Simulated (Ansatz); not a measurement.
# MgFe4, from a guessed structure to a relaxed one, part 2 of 2

This structure for MgFe4 is made up. Its elements were placed in a known structure type with a cell scaled to their sizes. What cell does the guess relax to, and how far off was it?

Ansatz 0.2.0; DFT, PBEsol, plane-wave PAW, files of the set soft_1, scalar-relativistic, ferromagnetic start, cell and ions relaxed at zero pressure; PAW set soft_1 (the session's first sound run).

So far: The structure; Relaxing cell and atoms. The relaxed cell has a = 3.676, c = 9.268 Å (conventional setting).

**3. Bands of the relaxed cell**

With the geometry fixed, one more self-consistent run, with a narrower smearing and the mesh shown in its input, gives the bands, and its pressure, and its forces where symmetry allows any, show how far the geometry depends on these settings.

This step: DFT, PBEsol, plane-wave PAW, files of the set soft_1, scalar-relativistic, ferromagnetic start, bands and density of states at the relaxed cell; PAW set soft_1 (Ansatz 0.2.0).

input.yaml

```yaml
crystal:
  lattice:
    - [-1.8378133819, 1.8378133819, 4.6340312894]
    - [1.8378133819, -1.8378133819, 4.6340312894]
    - [1.8378133819, 1.8378133819, -4.6340312894]
  atoms:
    - { symbol: Fe, position: [0.6099910041, 0.6099910041, 0.0] }
    - { symbol: Fe, position: [0.3900089959, 0.3900089959, 0.0] }
    - { symbol: Fe, position: [0.25, 0.75, 0.5], spin: 1.3 }
    - { symbol: Fe, position: [0.75, 0.25, 0.5], spin: 1.3 }
    - { symbol: Mg, position: [0.0, 0.0, 0.0] }
magnetization:
  spin_polarized: true
kpoints:
  mp_grid: { grid: [12, 12, 12] }
  band_path:
    path:
      - [[0.0, 0.0, 0.0], [-0.5, 0.5, 0.0], [-0.5, 0.5, -0.07864206], [-0.28932103, 0.28932103, -0.28932103], [0.0, 0.0, 0.0], [0.5, 0.5, -0.5], [0.28932103, 0.71067897, -0.71067897], [0.0, 0.5, -0.5], [-0.25, 0.75, -0.25], [0.07864206, 0.92135794, -0.5], [0.5, 0.5, -0.5]]
      - [[-0.5, 0.5, 0.0], [-0.25, 0.75, -0.25]]
    npoints: 7
scf:
  occupations: { method: fermi_dirac, width: 0.03 }
  n_extra_bands: 11
hamiltonian:
  xc: pbesol
  pseudopotentials: { kind: paw, azcp: { folder: soft_1 }, xc_functional: pbe }
output:
  forces: true
  stress: true
  write_bands: true
  dos: { projected: true }
  write_density: true
  write_potential: true
  elf: true
  volumetric_format: npy
```

On the command line:

```
$ ansatz run input.yaml --threads 4 --pin off --max-ram 8192MiB --backend cpu --events-out ev --progress --plain --runs-dir out
```

Numbers of over 12 decimals in the logs are rounded to 6 here.

The log of the run:

```text
[...]
Crystal: 5 atoms, lattice volume = 62.607 Å³
Basis set: ecut = 420 eV, 1219 PW (Γ), exchange–correlation on 72×72×72 points (8 copies of the dense FFT grid, shifted against one another)
Bands: 48, of which v1, the nominal top of the filled ones, is band 37 counted from 1 (36 counted from 0)
Symmetry: 16 space group operations
[...]
k-points: 163 of 1728
[...]
Starting moments: Σ|m| = 2.6 μB on 2 of 5 sites
[...]
SCF iter   1: F=—  HF=-19705.882044 eV  |F-HF|=—  |Δ(HF+E_count)|=         —  Δρ=1.01e-1 (↑1.01e-1 ↓5.81e-2)  dr2=8.35e0  dr2_m=8.37e-1  M=1.280 μB ∫|m|=1.529 μB  β_m=0.30  ethr=3.10e-3  ⟨swp⟩=5.1  Hψ=48738  notcnv=0
[...]
SCF iter  17: F=-19705.963089 eV  HF=-19705.963089 eV  |F-HF|=4.53e-8  |Δ(HF+E_count)|=   7.67e-9  Δρ=4.99e-6 (↑3.22e-6 ↓4.99e-6)  dr2=4.80e-8  dr2_m=4.80e-10  M=2.914 μB ∫|m|=3.328 μB  ethr=6.47e-11  ⟨swp⟩=11.2  Hψ=95456  notcnv=0
SCF 1 converged in 17 iterations: F = -19705.963089 eV  dr2 = 4.80e-8
[...]
NSCF: frozen V_eff on 79 k-points
SCF converged after 17 iterations
Magnetization: 2.9143 μB (38.4571 up, 35.5429 down)
Absolute magnetization: 3.3838 μB (∫|ρ↑−ρ↓|, with the PAW one-centre terms)
[...]
Per-site moments (μB) at R_I (Å): [(0.214831, 0.841008), (0.214831, 0.841008), (1.252996, 0.928020), (1.252996, 0.928020), (-0.025375, 1.151629)]
Free energy (F): -19705.963089 eV
[...]
Internal energy: -19705.948204 eV  (E = F + TS)
E sigma→0 (E₀):  -19705.955647 eV
Entropy (-TS):   -0.014885 eV (-2.977 meV/atom)
Fermi energy:    15.346296 eV
[...]
--- Forces (eV/Å), atoms counted from 1 ---
  atom   1  Fe     0.00000000     0.00000000     0.01295118
  atom   2  Fe    -0.00000000     0.00000000    -0.01295118
  atom   3  Fe     0.00000000    -0.00000000    -0.00000000
  atom   4  Fe    -0.00000000     0.00000000     0.00000000
  atom   5  Mg     0.00000000     0.00000000     0.00000000
  max |Σ_I F_I| component: 3.47e-18 eV/Å
--- Stress (GPa, compression-positive) ---
       -0.272632       0.000000       0.000000
        0.000000      -0.272632      -0.000000
        0.000000      -0.000000      -0.009298
  P = ⅓ Tr σ = -0.1849 GPa (-1.849 kbar)
--- Band table (eV; the first three rows and the last of 326) ---
  k-point 0 ↑: bands = [... 33 lower, 13.6189, 14.2511, 14.6434, 14.9140, 15.0868, 15.0868, 15.3002, 15.5163, ... 7 higher]
  k-point 1 ↑: bands = [... 33 lower, 13.6269, 14.1231, 14.6279, 14.6574, 14.9474, 15.2265, 15.3897, 15.7151, ... 7 higher]
  k-point 2 ↑: bands = [... 33 lower, 13.6925, 13.9491, 14.1703, 14.6951, 14.9814, 15.3606, 15.4905, 15.9367, ... 7 higher]
  k-point 162 ↓: bands = [... 33 lower, 15.5946, 15.5946, 16.0334, 16.2536, 16.2536, 16.3356, 16.3978, 16.8412, ... 7 higher]
```

It took 36 s on 4 threads of Arm Neoverse V2, shared host; peak memory 0.96 GiB; 2.3 min of CPU time.

Numbers from this step:

| Property | Result |
| --- | --- |
| free energy | -19705.9631 eV |
| energy at zero smearing | -19705.9556 eV |
| smearing term TS | 0.01488 eV |
| magnetization | 2.914 μB |
| absolute magnetization | 3.384 μB |
| site moments | 0.2148, 0.2148, 1.253, 1.253, -0.02538 μB |
| pressure | -0.1849 GPa |

From bands.tsv, the bands that come nearest the Fermi level along the path, at its corners, in eV from the Fermi level:

| point | band_36_up | band_37_up | band_38_up | band_39_up | band_33_dn | band_34_dn | band_35_dn | band_36_dn |
| --- | --- | --- | --- | --- | --- | --- | --- | --- |
| Γ | -0.43 | -0.26 | -0.26 | -0.05 | -1.20 | -0.38 | 0.25 | 0.56 |
| X | 0.09 | 0.43 | 0.45 | 0.54 | -0.71 | -0.52 | -0.09 | 0.76 |
| Y | -0.19 | 0.06 | 0.31 | 0.38 | -0.75 | -0.50 | 0.09 | 0.39 |
| S | -0.69 | -0.59 | -0.31 | 0.20 | -0.86 | -0.30 | -0.16 | 0.32 |
| Γ | -0.43 | -0.26 | -0.26 | -0.05 | -1.20 | -0.38 | 0.25 | 0.56 |
| Z | -0.11 | -0.05 | 0.02 | 0.54 | 0.25 | 0.25 | 0.69 | 0.91 |
| S1 | -0.69 | -0.59 | -0.31 | 0.20 | -0.86 | -0.30 | -0.16 | 0.32 |
| N | -0.67 | -0.41 | -0.27 | 0.41 | -1.15 | -0.37 | -0.23 | 0.42 |
| P | 0.40 | 0.40 | 0.44 | 0.66 | -0.36 | -0.36 | -0.22 | 1.14 |
| Y1 | -0.19 | 0.06 | 0.31 | 0.38 | -0.75 | -0.50 | 0.09 | 0.39 |
| Z | -0.11 | -0.05 | 0.02 | 0.54 | 0.25 | 0.25 | 0.69 | 0.91 |
| X | 0.09 | 0.43 | 0.45 | 0.54 | -0.71 | -0.52 | -0.09 | 0.76 |
| P | 0.40 | 0.40 | 0.44 | 0.66 | -0.36 | -0.36 | -0.22 | 1.14 |

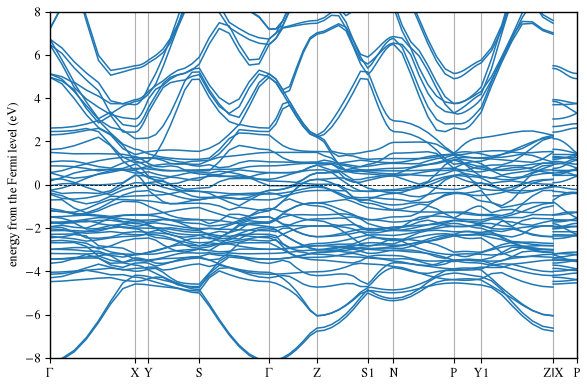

Bands along the path. 40 bands lie wholly below the window drawn.

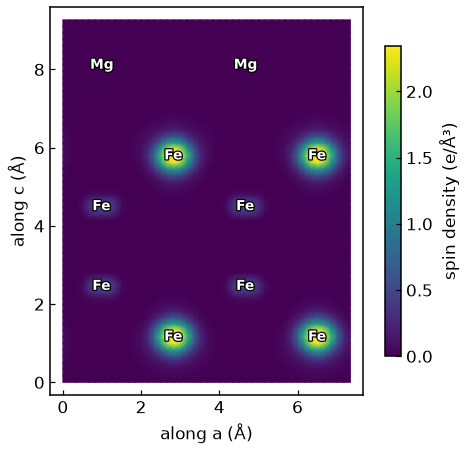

Spin density in the ac plane of the conventional cell at fractional y = 0.000, with atoms of Fe and Mg within 0.2 Å of it. The map starts off the cell's origin, so that atoms lie inside it.

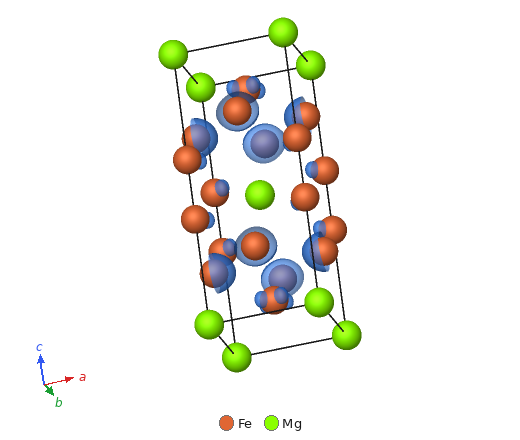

Surface of spin density = 0.22 e/Å³, which holds about 70 % of the integral of its size.

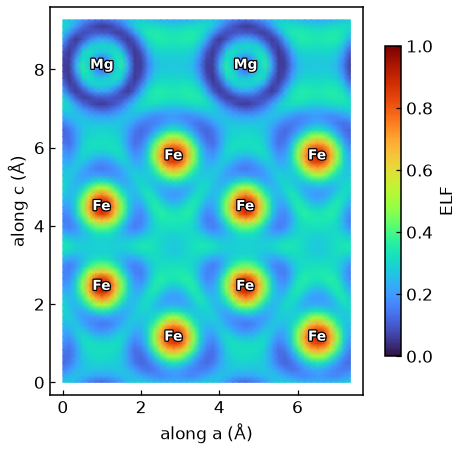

ELF in the ac plane of the conventional cell at fractional y = 0.000, with atoms of Fe and Mg within 0.2 Å of it. It is the smooth field of the valence electrons, not physical close to the nuclei. The map starts off the cell's origin, so that atoms lie inside it.

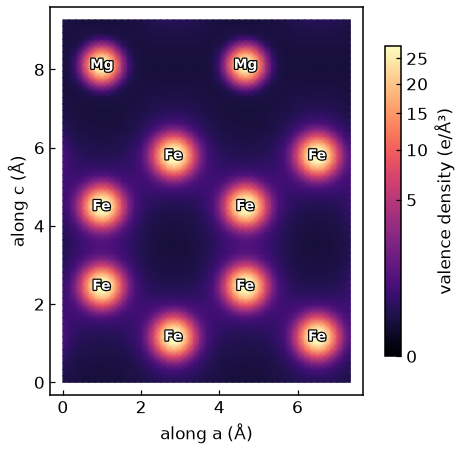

Valence density in the ac plane of the conventional cell at fractional y = 0.000, with atoms of Fe and Mg within 0.2 Å of it. It is the smooth field of the valence electrons, not physical close to the nuclei. The map starts off the cell's origin, so that atoms lie inside it. The colour scale is stretched toward low values.

**4. Outcome**

```yaml
space_group_relaxed: I4/mmm
conventional_cell: a = 3.676, b = 3.676, c = 9.268 Å; α = 90.0°, β = 90.0°, γ = 90.0°
volume_per_atom: 12.52 Å³ (guess 12.95)
total_moment: 2.97 μB in the cell of 5 atoms
```

What this shows: MgFe4 relaxes to I4/mmm with a = 3.676, b = 3.676 and c = 9.268 Å. The guessed volume was 3 % too large. The space group I4/mmm was held in the relaxation, so the end point is a stationary structure within it and may be a saddle against distortions or other arrangements. The input starts from parallel moments, and no other start was typed. Bands cross the Fermi level, so it is a metal or semimetal at this level. On the 12×12×12 mesh with the narrower smearing (relaxed on 10×10×10) the largest force component is 0.013 eV/Å and the largest stress component is 0.273 GPa, against the relaxation's thresholds of 0.015 eV/Å and 0.05 GPa. The cutoff wasn't tested. No dispersion term is used, so weakly bound directions may come out too long. Nothing here tests whether the compound is stable against decomposition.

[Logs are printed without paths, hosts, clocks, repeated set-up lines and the standing remarks that a program may print on its own settings, such as how far it seeks lower states.]

[Hosts, paths, dates, database ids (printed as entryN), source tags and the programs' standing remarks are cut or masked in the printed files.]
